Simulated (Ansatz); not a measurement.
**YAlSe3 (model cell, started as cubic perovskite with Al in the octahedra): following an unstable mode**

Wanted: the energy along a soft mode of YAlSe3 (model cell, started as cubic perovskite with Al in the octahedra) and the structure at the end.

Main program and level: Ansatz 0.2.0; DFT PBEsol, scalar-relativistic, plane waves, PAW; PAW set soft_1.

The structure was built from a prototype and need not be the compound's stable phase.

## Step 1: The structure

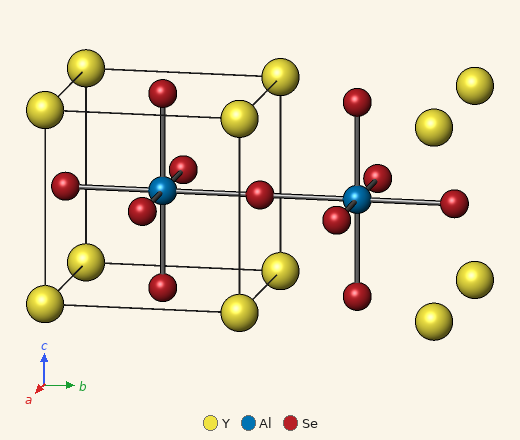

Start, viewed slightly off an axis; yttrium yellow, aluminium blue, selenium red. 1×2×1 cells are drawn. Some periodic images of atoms are drawn too.

## Step 2: Phonons on a q mesh

The cell comes from relaxations at this level that are not shown. Stability and thermal properties need the whole zone. Linear response on a 2×2×2 q mesh gives force constants as far as a supercell of that size would.

The input, input.yaml:

```yaml
crystal:
  lattice:
    - [4.8323304856, 0.0, 0.0]
    - [0.0, 4.8323304856, 0.0]
    - [0.0, 0.0, 4.8323304856]
  atoms:
    - { symbol: "Y", position: [0.0, 0.0, 0.0] }
    - { symbol: Al, position: [0.5, 0.5, 0.5] }
    - { symbol: Se, position: [0.5, 0.5, 0.0] }
    - { symbol: Se, position: [0.5, 0.0, 0.5] }
    - { symbol: Se, position: [0.0, 0.5, 0.5] }
kpoints:
  mp_grid: { grid: [8, 8, 8] }
hamiltonian:
  xc: pbesol
  pseudopotentials: { kind: paw, azcp: { folder: soft_1 }, xc_functional: pbe }
scf:
  occupations: { method: methfessel_paxton, width: 0.2 }
output:
  eigenvalues: true
phonons:
  method: dfpt
  qmesh: [2, 2, 2]
  temperatures: { t_max: 1000, t_step: 50 }
  qpath:
    path:
      - [[0.0, 0.0, 0.0], [0.0, 0.5, 0.0], [0.5, 0.5, 0.0], [0.0, 0.0, 0.0], [0.5, 0.5, 0.5], [0.0, 0.5, 0.0]]
      - [[0.5, 0.5, 0.5], [0.5, 0.5, 0.0]]
    npoints: 10
```

Launch:

```
> ansatz run input.yaml --threads 4 --pin off --max-ram 16384MiB --backend cpu --events-out ev --progress --plain --runs-dir out
```

Numbers of over 12 decimals in the logs are rounded to 6 here.

Log:

```text
Engine: ansatz 0.2.0, aarch64-unknown-linux-gnu
Pseudopotentials: kind: paw
Pseudopotential: Y, paw, valence charge 11, recommended cutoff 420 eV (normal), soft_1/Y.paw.azcp
Pseudopotential: Al, paw, valence charge 3, recommended cutoff 420 eV (normal), soft_1/Al.paw.azcp
Pseudopotential: Se, paw, valence charge 16, recommended cutoff 420 eV (normal), soft_1/Se.paw.azcp
Functional definition: PBEsol
  exchange = pbesol_x
  correlation = pbesol_c
Crystal: 5 atoms, lattice volume = 112.842 Å³
Basis set: ecut = 420 eV, 2205 PW (Γ), exchange–correlation on 72×72×72 points (8 copies of the dense FFT grid, shifted against one another)
Bands: 38, of which v1, the nominal top of the filled ones, is band 31 counted from 1 (30 counted from 0)
Symmetry: 48 space group operations
k-points: 35 of 512
Non-local potential: Y, projectors of the file, l = 0: 3, l = 1: 2, l = 2: 2, l = 3: 1
Non-local potential: Al, projectors of the file, l = 0: 2, l = 1: 2, l = 2: 1
Non-local potential: Se, projectors of the file, l = 0: 2, l = 1: 2, l = 2: 3, l = 3: 1
PAW form: soft (Blöchl's): semilocal exchange-correlation on the pseudo side does not see the compensation charge
PAW frozen core: Y, regenerated for the run's functional, and the local potential with it (the file was generated under x = pbe(κ = 0.804, μ = 0.219515), c = pbe(β = 0.066725))
PAW frozen core: Al, regenerated for the run's functional, and the local potential with it (the file was generated under x = pbe(κ = 0.804, μ = 0.219515), c = pbe(β = 0.066725))
PAW frozen core: Se, regenerated for the run's functional, and the local potential with it (the file was generated under x = pbe(κ = 0.804, μ = 0.219515), c = pbe(β = 0.066725))
PAW one-centre angular grid: Y, 590 points (default); XC on 64 Gauss nodes
PAW one-centre angular grid: Al, 110 points (default); XC on 64 Gauss nodes
PAW one-centre angular grid: Se, 590 points (default); XC on 64 Gauss nodes
Initial density: superposition of atomic densities (chi_scale 0.1, normalization cell, long waves kept (reshape's long-wave potential 0.00 eV rms))
Initial wavefunctions: pseudopotential atomic-orbital guess
Functional: x = pbesol(κ = 0.804, μ = 0.123457), c = pbesol(β = 0.046)
SCF iter   1: F=—  HF=-20596.788762 eV  |F-HF|=—  |Δ(HF+E_count)|=         —  Δρ=3.10e-2  dr2=1.36e0  ethr=3.10e-3  ⟨swp⟩=6.2  Hψ=5194  notcnv=0
preconditioner: auto → Resta (q_TF=auto, 2.469 Å⁻¹)  ε∞=6.2  [insulator: Δε(μ)=0.156 eV  Ē_g=7.529 eV  σ=0.200 eV  W_gap=0.61  n_scr=26 (ndim 8)  ℏωp=17.1 eV  f_vac=0.000  D(μ)=1.11/eV (n_scr^D=6)  ε∞_Penn≈6.2]
SCF iter   2: F=—  HF=-20596.529387 eV  |F-HF|=—  |Δ(HF+E_count)|=   2.59e-1  S|Δr|=    0.00e0  Δρ=1.68e-2  dr2=3.68e-1  ethr=2.19e-3  ⟨swp⟩=2.0  Hψ=1796  notcnv=0  defer=30
SCF iter   3: F=—  HF=-20596.423035 eV  |F-HF|=—  |Δ(HF+E_count)|=   1.06e-1  S|Δr|=    0.00e0  Δρ=2.71e-3  dr2=9.67e-3  ethr=5.93e-4  ⟨swp⟩=2.0  Hψ=2076  notcnv=0  defer=30
SCF iter   4: F=—  HF=-20596.421834 eV  |F-HF|=—  |Δ(HF+E_count)|=   1.20e-3  S|Δr|=    0.00e0  Δρ=8.46e-4  dr2=9.02e-4  ethr=1.56e-5  ⟨swp⟩=2.0  Hψ=2376  notcnv=0  defer=30
SCF iter   5: F=—  HF=-20596.421343 eV  |F-HF|=—  |Δ(HF+E_count)|=   4.91e-4  S|Δr|=    0.00e0  Δρ=2.72e-4  dr2=6.78e-5  ethr=1.45e-6  ⟨swp⟩=2.0  Hψ=2384  notcnv=0  defer=30
SCF iter   6: F=—  HF=-20596.421355 eV  |F-HF|=—  |Δ(HF+E_count)|=   1.21e-5  S|Δr|=    0.00e0  Δρ=6.01e-5  dr2=6.06e-6  ethr=1.09e-7  ⟨swp⟩=2.4  Hψ=2395  notcnv=0  defer=30
SCF iter   7: F=—  HF=-20596.421356 eV  |F-HF|=—  |Δ(HF+E_count)|=   1.10e-6  S|Δr|=    0.00e0  Δρ=1.22e-5  dr2=3.76e-7  ethr=9.77e-9  ⟨swp⟩=2.2  Hψ=2181  notcnv=0  defer=30
SCF iter   8: F=—  HF=-20596.421356 eV  |F-HF|=—  |Δ(HF+E_count)|=   1.04e-8  S|Δr|=    0.00e0  Δρ=2.41e-6  dr2=9.11e-9  ethr=6.06e-10  ⟨swp⟩=2.0  Hψ=1693  notcnv=0  defer=30
SCF iter   9: F=—  HF=-20596.421356 eV  |F-HF|=—  |Δ(HF+E_count)|=  3.35e-10  S|Δr|=    0.00e0  Δρ=6.18e-7  dr2=4.66e-10  ethr=1.47e-11  ⟨swp⟩=2.3  Hψ=2290  notcnv=0  defer=30
SCF iter  10: F=-20596.421356 eV  HF=-20596.421356 eV  |F-HF|=1.09e-11  |Δ(HF+E_count)|=  4.37e-11  S|Δr|=    0.00e0  Δρ=8.56e-8  dr2=8.42e-12  ethr=1.00e-12  ⟨swp⟩=8.7  Hψ=7016  notcnv=0
the search or the solves at the SCF's close seem to have found levels that the self-consistency loop had missed (the run counts 1). By its estimate they hold under 1e-12 electrons; where the run keeps them, the occupations were computed again with them
SCF 1 converged in 10 iterations: F = -20596.421356 eV  dr2 = 8.42e-12
  greatest PAW one-centre occupation: 1.000 electrons in one spin orbital (limit 2), on the Se atom at site 2 (counted from 0), in its partial waves of l = 2
Initial density: read from a saved state, or passed on in memory by an earlier SCF of this step, an earlier step, the calling program or the single point that the run made first
iter 1 solved again at ethr=1.93e-8 eV; its pass at ethr=3.10e-3 eV (dr2=1.19e-5 eV) is discarded
SCF iter   1: F=—  HF=-20596.421356 eV  |F-HF|=—  |Δ(HF+E_count)|=         —  Δρ=2.04e-7  dr2=5.39e-11  ethr=1.93e-8  ⟨swp⟩=3.6  Hψ=8914  notcnv=0
eigensolver tolerance schedule: the retry pair's looser diagonalisation over-reported the residual by 221431.15 of it (diagonalisation noise at an unbounded share of the residual, at the tolerance the schedule requests for it); recorded, not acted on — ethr = c·dr2/N_el stays at c = 1.0e-1
preconditioner: auto → Kerker (q_TF=auto, 2.469 Å⁻¹)  [metal: Δε(μ)=0.078 eV  Ē_g=7.951 eV  σ=0.200 eV  W_gap=0.32  n_scr=26 (ndim 8)  ℏωp=17.1 eV  f_vac=0.000  D(μ)=1.15/eV (n_scr^D=6)]
SCF iter   2: F=—  HF=-20596.421356 eV  |F-HF|=—  |Δ(HF+E_count)|=   2.22e-7  S|Δr|=    0.00e0  Δρ=1.01e-7  dr2=1.60e-11  ethr=1.00e-12  ⟨swp⟩=3.0  Hψ=3248  notcnv=0
SCF iter   3: F=-20596.421356 eV  HF=-20596.421356 eV  |F-HF|=3.64e-12  |Δ(HF+E_count)|=    0.00e0  S|Δr|=    0.00e0  Δρ=7.79e-8  dr2=8.93e-12  ethr=1.00e-12  ⟨swp⟩=3.4  Hψ=3001  notcnv=0
SCF 2 converged in 3 iterations: F = -20596.421356 eV  dr2 = 8.93e-12
  greatest PAW one-centre occupation: 1.000 electrons in one spin orbital (limit 2), on the Se atom at site 4 (counted from 0), in its partial waves of l = 2
phonons: the bands overlap, so this run is a metal and interpolates without the dipole-dipole term. If the crystal is really an insulator or semiconductor, its LO-TO splitting is missing
NSCF: frozen V_eff on 35 k-points
NSCF: frozen V_eff on 125 k-points
DFPT response loops at q = (0, 0, 0) (fractional): preconditioner auto → Kerker (q_TF=auto, 2.469 Å⁻¹) (partly filled bands, converged f_vac=0.000); β = 1.00, the filter's whole step (`scf.mixing.beta` (0.50) is not read by the response loops under this deck's `scf.mixing.preconditioner`; to damp them name `kerker` or `kerker_dos`, under which they read `scf.mixing.beta`, and type it under 1.00, their step now; both keys bind the ground state too); Broyden in place of MSR1
NSCF: frozen V_eff on 250 k-points
DFPT response loops at q = (0, 0, -0.5) (fractional): mixed as the last ones told, above
NSCF: frozen V_eff on 250 k-points
DFPT response loops at q = (0, -0.5, -0.5) (fractional): mixed as the last ones told, above
NSCF: frozen V_eff on 250 k-points
DFPT response loops at q = (-0.5, -0.5, -0.5) (fractional): mixed as the last ones told, above
SCF converged after 10 iterations
Stability not checked: this state was not tested for a lower state beside it, because cold or Methfessel-Paxton smearing, or corrected tetrahedra, fill the levels in a way that the test cannot read (fill_not_monotonic; see scf.lower_state_search)
Free energy (F): -20596.421356 eV
Harris-Foulkes:  -20596.421356 eV  (|F-HF|=1.09e-11)
Internal energy: -20596.422449 eV  (E = F + TS)
E sigma→0 (E₀):  -20596.421629 eV
Entropy (-TS):   0.001093 eV (0.219 meV/atom)
Fermi energy:    9.500456 eV
--- Per-component energies (eV) ---
  E_band       = -1198.804880
  E_kinetic    = 673.545435
  E_local      = -8539.261617  (includes V_loc(G=0)·N_el)
  E_nonlocal   = -1022.406396
  E_hartree    = 4403.465475
  E_xc         = -470.652145
  E_vxc        = -508.253366  (∫ρ·V_xc dr)
  E_paw        = -9478.470593  (= ΣΔE_a)
  E_vpaw       = -609.358994  (= ΣTr[D̂ρ^β])
  E_aug_tail   = -0.000958  (compensation charges beyond the density's cutoff)
  E_ewald      = -6165.834919
  E_core_change = 3.193268  (= ΣΔE_core)
  E_smearing   = 0.001093  (= −TS)
  E_closure    = -0.000000  (closes the sum)
  Σ components = -20596.421356   (vs F -20596.421356, Δ=0.00e0)
--- Band table (eV; the first three rows and the last of 35) ---
  k-point 0: bands = [... 27 lower, 8.1021, 8.1496, 8.7361, 8.7361, 8.7361, 10.0625, 10.0625, 10.4406, ... 3 higher]
  k-point 1: bands = [... 27 lower, 7.8777, 8.0854, 8.5992, 8.6103, 8.6103, 10.1920, 10.4775, 10.5227, ... 3 higher]
  k-point 2: bands = [... 27 lower, 7.4272, 7.4272, 8.3687, 8.3687, 9.4111, 10.5222, 10.5726, 11.3724, ... 3 higher]
  k-point 34: bands = [... 27 lower, 8.1871, 9.8958, 9.8958, 9.8958, 10.1610, 11.0432, 11.0432, 11.0432, ... 3 higher]
--- Phonons (Γ-DFPT): 4 representative perturbations + reference (Σ response iterations 12) ---
  ASR residual: 4.194e-5 → 0.000e0 eV/Å²; symmetrization residual: 6.833e-6 eV/Å²
  ASR residual per site (eV/Å²): 4.19e-5 2.30e-5 2.36e-5 2.36e-5 2.36e-5
  Γ frequencies (cm⁻¹): -126.39 -126.39 -126.39 -106.95 -106.95 -106.95 0.00 0.00 0.00 56.31 56.31 56.31 345.89 345.89 345.89
--- Phonons (arbitrary-q DFPT): 4 irreducible q on the 2×2×2 mesh ---
  q = [0.0000, 0.0000, 0.0000] (star 1, of the zone-centre solve; hermiticity 1.00e-6, symmetrization 7.85e-12): -126.39 -126.39 -126.39 -106.95 -106.95 -106.95 -0.00 -0.00 -0.00 56.31 56.31 56.31 345.89 345.89 345.89
  q = [0.0000, 0.0000, -0.5000] (star 3, 9 solved perturbations in 975 linear systems a pass and spin channel, the states on 125 of 512 k-point pairs; hermiticity 5.77e-7, symmetrization 3.65e-12): -116.50 -116.50 -96.11 -75.02 -75.02 22.95 22.95 49.78 52.23 86.64 86.64 227.33 322.11 344.75 344.75
  q = [0.0000, -0.5000, -0.5000] (star 3, 9 solved perturbations in 975 linear systems a pass and spin channel, the states on 125 of 512 k-point pairs; hermiticity 8.12e-7, symmetrization 5.37e-13): -145.38 -127.40 -127.40 -63.10 -63.10 -49.51 63.31 63.31 94.97 113.31 185.87 256.00 336.09 336.09 343.37
  q = [-0.5000, -0.5000, -0.5000] (star 1, 4 solved perturbations in 350 linear systems a pass and spin channel, the states on 125 of 512 k-point pairs; hermiticity 3.48e-7, symmetrization 8.92e-12): -166.68 -166.68 -166.68 -117.03 -117.03 -117.03 89.19 89.19 89.19 183.40 183.40 275.00 353.81 353.81 353.81
  sum rule: each row above includes the acoustic sum rule's correction from the zone centre's row sums; it moved no ω² by more than (0.48 cm⁻¹)²
  mesh force constants: q→R imaginary residual 6.47e-18; ASR residual 4.194e-5 → 0.000e0 eV/Å²; symmetrization residual 8.882e-15 eV/Å²
  interpolated dispersion: 62 rows × 15 modes
  density of states and harmonic sums: on the 14×14×14 q-mesh, interpolated from the force constants of a 2×2×2 supercell (no non-analytic term)
  largest difference from the sums on the solved wave vectors: F 5.88e-2 eV, S 6.24e-5 and C_V 2.64e-5 eV/K
  zero-point energy: 0.105632 eV/cell   skipped modes (ω ≤ 0): 712, of them read as no rigid motion or as one in doubt: 709 (5.935e0 modes/cell left out, lowest -166.68 cm⁻¹)   left out of the sums: 3.96e-1 of the cell's modes: C_V's classical limit lies that fraction below 3 k_B per atom; for a crystal, a wire or a layer, F and S can be off by more, and a phonons.interpolated_qmesh denser along its periods is the remedy for the sampling
```

Elapsed: 6 min, on 4 threads of Arm Neoverse V1, shared host; peak memory 1.6 GiB.

In the SCF lines HF is the Harris–Foulkes energy and dr2 the Hartree energy of the density residual, in eV; the loop may stop once dr2 is under the threshold and the program's other checks hold. Hψ counts applications of the Hamiltonian.

Numbers from this step:

| Quantity | Value |
| --- | --- |
| volume per atom | 22.57 Å³ |
| gap on the k-mesh | 0 eV |
| sum-rule residual before enforcement | 4.19e-5 eV/Å² |
| lowest frequency on the path | -166.7 cm⁻¹ |
| point group | m-3m |
| highest frequency on the path or at a solved wavevector | 353.8 cm⁻¹ |
| highest optical mode at the zone centre (no LO-TO term) | 345.9 cm⁻¹ |
| lowest optical zone-centre mode | -126.4 cm⁻¹ |
| lowest mode on the q mesh (acoustic modes at Γ apart) | -166.7 cm⁻¹ |

Frequencies (cm⁻¹) solved at each irreducible wavevector; negative means imaginary. Frequencies by wavevector, by row:

```tsv
q in reciprocal lattice units	star	mode 1	mode 2	mode 3	mode 4	mode 13	mode 14	mode 15
0 0 0	1	-126.4	-126.4	-126.4	-107	345.9	345.9	345.9
0 0 -0.5	3	-116.5	-116.5	-96.1	-75	322.1	344.8	344.8
0 -0.5 -0.5	3	-145.4	-127.4	-127.4	-63.1	336.1	336.1	343.4
-0.5 -0.5 -0.5	1	-166.7	-166.7	-166.7	-117	353.8	353.8	353.8
```

Interpolated from a 2×2×2 q mesh. Phonon branches along the path, in cm⁻¹:

```tsv
point	branch 1	branch 2	branch 3	branch 4	branch 12	branch 13	branch 14	branch 15
Γ	-126	-126	-126	-107	56	346	346	346
X	-116	-116	-96	-75	227	322	345	345
M	-145	-127	-127	-63	256	336	336	343
Γ	-126	-126	-126	-107	56	346	346	346
R	-167	-167	-167	-117	275	354	354	354
X	-116	-116	-96	-75	227	322	345	345
jump to R	-167	-167	-167	-117	275	354	354	354
M	-145	-127	-127	-63	256	336	336	343
```

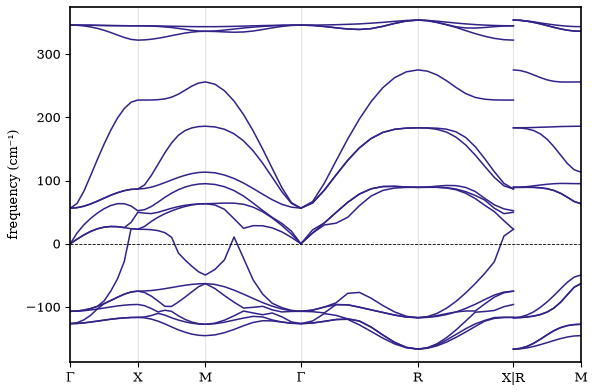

Phonon branches along the path.

Symmetry leaves 4 wavevectors to solve. The lowest mode among them, the acoustic zeros apart, lies at q = (-0.5, -0.5, -0.5) and is imaginary, 166.7i cm⁻¹, so the energy falls along it.

## Step 3: The mode frozen in, largest atomic shift 0 Å

The mode followed lies at q = (0, -0.5, -0.5) with frequency 145.4i cm⁻¹, one of the unstable modes though not the softest. At small amplitude the distorted cell has space group no. 127 by a symmetry search on the positions. The undistorted cell that holds it gives the zero of energy on the same k mesh.

System of this step: YAlSe3 (model cell, started as cubic perovskite with Al in the octahedra). The structure is cubic, space group Pm-3m (No. 221). Conventional cell: a = 4.832 Å, b = 4.832 Å, c = 4.832 Å, α = 90.00°, β = 90.00°, γ = 90.00°. Y has 12 Se at 3.42 Å nearest. Al has 6 Se at 2.42 Å nearest. Se has 2 Al at 2.42 Å and 4 Y at 3.42 Å nearest. Se has 2 Al at 2.42 Å and 4 Y at 3.42 Å nearest. Farther neighbours and most contacts between anions are not listed.

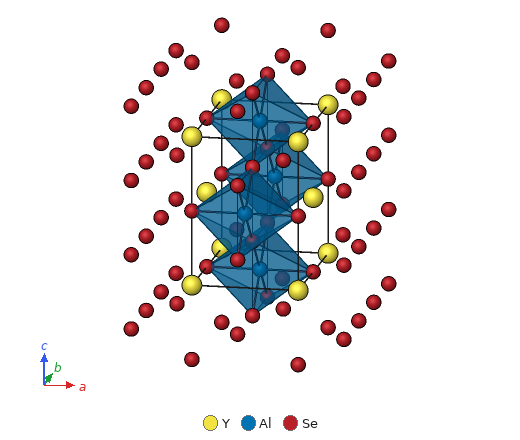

The cell of this step (yttrium yellow, aluminium blue, selenium red). Some periodic images of atoms are drawn too.

The input, input.yaml:

```yaml
crystal:
  lattice:
    - [-4.8323304856, 0.0, 0.0]
    - [0.0, -4.8323304856, -4.8323304856]
    - [0.0, -4.8323304856, 4.8323304856]
  atoms:
    - { symbol: "Y", position: [0.0, 0.5, 0.5] }
    - { symbol: "Y", position: [0.0, 1.0, 0.0] }
    - { symbol: Al, position: [0.5, 0.0, 0.5] }
    - { symbol: Al, position: [0.5, 0.5, 0.0] }
    - { symbol: Se, position: [0.5, 0.75, 0.75] }
    - { symbol: Se, position: [0.5, 0.25, 0.25] }
    - { symbol: Se, position: [0.5, 0.75, 0.25] }
    - { symbol: Se, position: [0.5, 0.25, 0.75] }
    - { symbol: Se, position: [1.0, 0.0, 0.5] }
    - { symbol: Se, position: [1.0, 0.5, 0.0] }
kpoints:
  mp_grid: { grid: [8, 6, 6] }
hamiltonian:
  xc: pbesol
  pseudopotentials: { kind: paw, azcp: { folder: soft_1 }, xc_functional: pbe }
scf:
  occupations: { method: methfessel_paxton, width: 0.2 }
output:
  forces: true
  stress: true
  eigenvalues: true
```

Log:

```text
[...]
Crystal: 10 atoms, lattice volume = 225.684 Å³
Basis set: ecut = 420 eV, 4397 PW (Γ), exchange–correlation on 72×96×96 points (8 copies of the dense FFT grid, shifted against one another)
Bands: 75, of which v1, the nominal top of the filled ones, is band 62 counted from 1 (61 counted from 0)
Symmetry: 32 space group operations
[...]
k-points: 50 of 288
[...]
k-point 0: bands = [... 58 lower, 8.1561, 8.7336, 8.7336, 8.7340, 9.4098, 10.0589, 10.0606, 10.4384, ... 9 higher]
  k-point 1: bands = [... 58 lower, 8.1000, 8.5555, 8.6048, 8.7160, 9.2438, 10.2604, 10.2654, 10.5326, ... 9 higher]
  k-point 2: bands = [... 58 lower, 7.9313, 8.2494, 8.7426, 9.0084, 9.1975, 10.5014, 10.5806, 10.7429, ... 9 higher]
  k-point 49: bands = [... 58 lower, 8.1338, 8.1338, 9.4123, 9.4123, 10.9831, 10.9831, 10.9899, 10.9899, ... 9 higher]
[key lines of the parts left out:]
SCF converged after 9 iterations
Free energy (F): -41192.847352 eV
Fermi energy:    9.484708 eV
P = ⅓ Tr σ = 0.0043 GPa (0.043 kbar)
```

Wall time 15 s (4 threads); peak memory 1.1 GiB.

Numbers from this step:

```
pressure                         : 0.004330 GPa
energy from the undistorted cell : 0 meV/atom
```

The run ends at a pressure of 0.00 GPa.

## Step 4: The mode frozen in, largest atomic shift 0.6 Å

The atoms are moved along the unstable eigenvector, the largest shift by 0.6 Å, with the cell fixed.

input.yaml, the sections that differ from step 3:

```yaml
crystal:
  lattice:
    - [-4.8323304856, 0.0, 0.0]
    - [0.0, -4.8323304856, -4.8323304856]
    - [0.0, -4.8323304856, 4.8323304856]
  atoms:
    - { symbol: "Y", position: [0.0, 0.5, 0.5] }
    - { symbol: "Y", position: [0.0, 1.0, 0.0] }
    - { symbol: Al, position: [0.5, 0.0, 0.5] }
    - { symbol: Al, position: [0.5, 0.5, 0.0] }
    - { symbol: Se, position: [0.5, 0.6879181534, 0.6879181534] }
    - { symbol: Se, position: [0.5, 0.3120818466, 0.3120818466] }
    - { symbol: Se, position: [0.5, 0.8120818466, 0.1879181534] }
    - { symbol: Se, position: [0.5, 0.1879181534, 0.8120818466] }
    - { symbol: Se, position: [1.0, 0.0, 0.5] }
    - { symbol: Se, position: [1.0, 0.5, 0.0] }
# kpoints, hamiltonian, scf, output: as in step 3
```

Log:

```text
[...]
Crystal: 10 atoms, lattice volume = 225.684 Å³
Basis set: ecut = 420 eV, 4397 PW (Γ), exchange–correlation on 72×96×96 points (8 copies of the dense FFT grid, shifted against one another)
Bands: 75, of which v1, the nominal top of the filled ones, is band 62 counted from 1 (61 counted from 0)
Symmetry: 16 space group operations
[...]
k-points: 50 of 288
[...]
k-point 0: bands = [... 58 lower, 8.1463, 8.4026, 8.9777, 8.9777, 9.1405, 10.1855, 10.5486, 10.5486, ... 9 higher]
  k-point 1: bands = [... 58 lower, 8.1118, 8.2830, 8.3525, 8.9177, 9.5063, 10.3644, 10.6305, 10.6955, ... 9 higher]
  k-point 2: bands = [... 58 lower, 7.9152, 7.9652, 8.1138, 8.7456, 9.7788, 10.5734, 10.7959, 10.8229, ... 9 higher]
  k-point 49: bands = [... 58 lower, 8.2260, 8.2260, 8.6169, 8.6169, 10.8916, 10.8916, 11.2701, 11.2701, ... 9 higher]
[key lines of the parts left out:]
SCF converged after 9 iterations
Free energy (F): -41194.920286 eV
Fermi energy:    9.437228 eV
P = ⅓ Tr σ = -0.3453 GPa (-3.453 kbar)
```

Run time: 16 s. Hardware: 4 threads; peak memory 1.1 GiB.

Numbers from this step:

* pressure: -0.3453 GPa
* energy from the undistorted cell: -207.4 meV/atom

The energy, extrapolated to zero smearing, is -207.38 meV/atom against the undistorted cell.

The run ends at a pressure of -0.35 GPa, with forces up to 0.73 eV/Å.

(Part 1 of 3 ends here.)

[Logs are printed without paths, hosts, clocks, repeated set-up lines and the standing remarks that a program may print on its own settings, such as how far it seeks lower states.]

[Hosts, paths, dates, database ids (printed as entryN), source tags and the programs' standing remarks are cut or masked in the printed files.]
